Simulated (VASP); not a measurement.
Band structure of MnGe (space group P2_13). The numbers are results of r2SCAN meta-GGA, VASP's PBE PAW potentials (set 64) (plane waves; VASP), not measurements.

The run has a spin-polarised start.

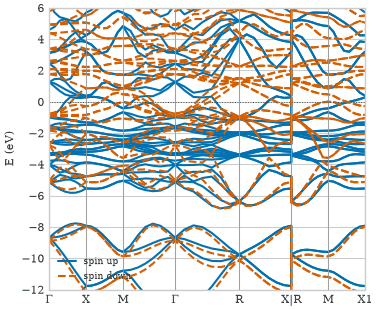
Figure. Bands along high-symmetry lines, zero at the valence-band maximum or, without a gap, the Fermi level

Read the plot: is there a gap, and where are the band edges?

It has no gap at this level: it comes out as a metal or semimetal.

The structure comes from a computed database's MnGe entry (P2_13); how it stands against other phases isn't given here. It was relaxed first.
